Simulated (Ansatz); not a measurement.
# BrGaH2O2: what the fields show

Input

```
crystal:
  periodic: [false, false, false]
  atoms:
    - {symbol: Br, position_ang: [-4.765761, -0.049475, 1.796738]}
    - {symbol: Ga, position_ang: [-2.643704, -0.827272, 1.604301]}
    - {symbol: O, position_ang: [-2.221942, -2.369995, 2.355379]}
    - {symbol: O, position_ang: [-1.393743, 0.068350, 0.721982]}
    - {symbol: H, position_ang: [-1.298287, -2.609144, 2.217574]}
    - {symbol: H, position_ang: [-1.697608, 0.898837, 0.340386]}
basis:
  gaussian:
    orbitals: def2-TZVPD
hamiltonian:
  xc: {name: PBE0}
output: {forces: true, orbitals: {seedname: orbitals}}
```

Command:

```sh
ansatz run input.yaml --threads 2 --pin off --max-ram 5220MiB --events-out events.jsonl --progress --plain --runs-dir runs
```

Geometry: PBE0-D4/def2-SVP.

Theory: Ansatz, isolated molecule in a Gaussian basis; Kohn-Sham density functional theory, functional PBE0.

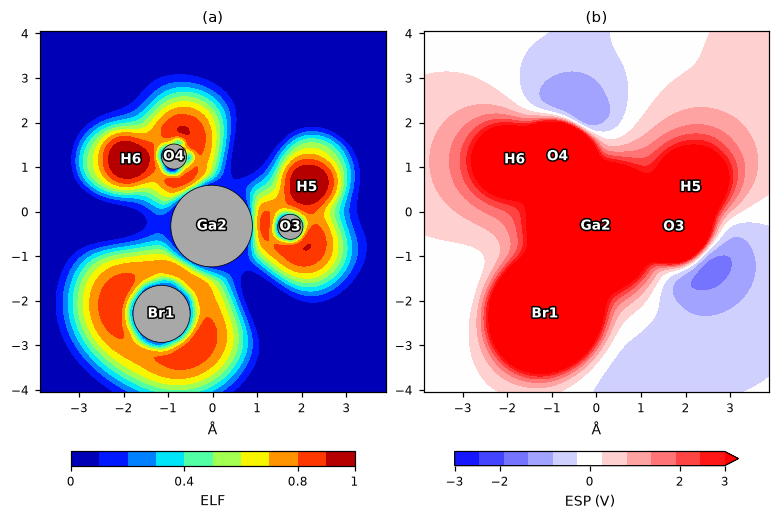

Figure 1. (a) ELF; (b) molecular electrostatic potential on the molecular plane. Grey discs cover the atomic cores in the ELF map.

### What does the map show?

- The plane passes through Br, Ga, O and H nuclei.
- Ga–O (1.77 Å): the ELF peaks at about 0.85 in the valence shell of O, 0.6 Å from its nucleus, and is about 0.25 at the midpoint.
- Ga–Br (2.27 Å): the ELF peaks at about 0.75 in the valence shell of Br, 1.0 Å from its nucleus, and is about 0.65 at the midpoint.
- O–H (0.96 Å): the ELF climbs to about 1 towards the hydrogen, as it does in any bond to H: an ordinary covalent bond to hydrogen.
- The ELF also peaks beside Br1, O3 and O4, away from the bonds: lone-pair regions.
- Outside the dense part of the molecule the potential is most negative (−1.7 V) near O3.

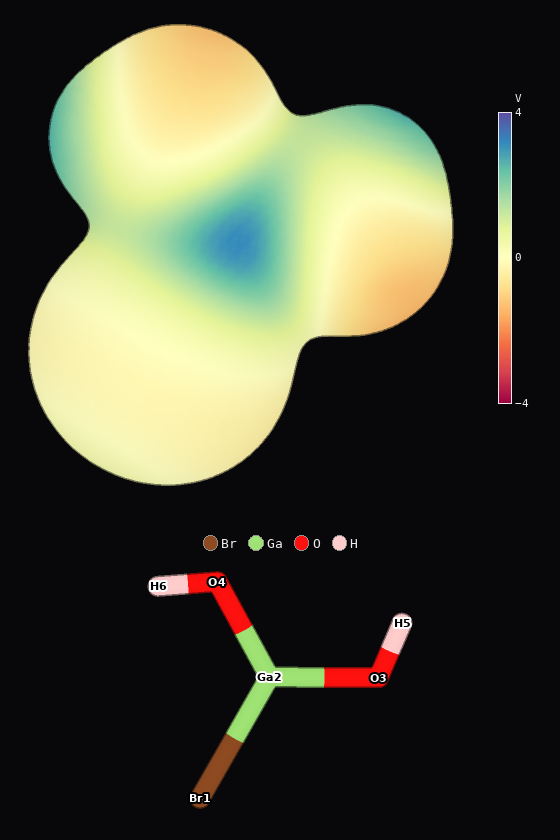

Figure 2. The molecular electrostatic potential painted on the density surface at 0.002 e/bohr³, seen across its widest extent; the colour scale runs from red (negative) to blue (positive). The bare structure is drawn below in the same view.

### Where is the surface potential most negative and most positive?

The most negative region (about −1.4 V, or −32 kcal/mol for a unit charge) lies over O3, the most positive (about +3.1 V, or +71 kcal/mol for a unit charge) over Ga2. Br1 shows a σ-hole: about +0.4 V, or +9 kcal/mol for a unit charge at the tip opposite its bond, against about −0.2 V on its flanks. O3 is the likeliest acceptor of a hydrogen bond.

### What dipole moment does the calculation give?

Its dipole moment is 1.42 D.

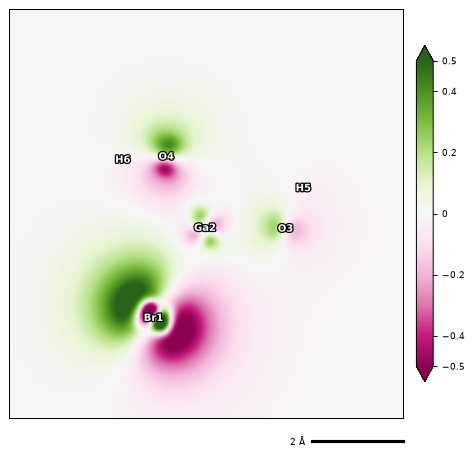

Figure 3. The HOMO on the molecular plane (values in Å⁻³ᐟ²; the overall sign is arbitrary).

### Where does this orbital lie, and at what energy?

By Hirshfeld shares it lies mainly on Br1 (about 85 %) and Ga2 (about 5 %); it is symmetric in the molecular plane (an in-plane orbital: σ, lone-pair or in-plane π type); largely a lone pair of Br1. Its energy is −8.76 eV.
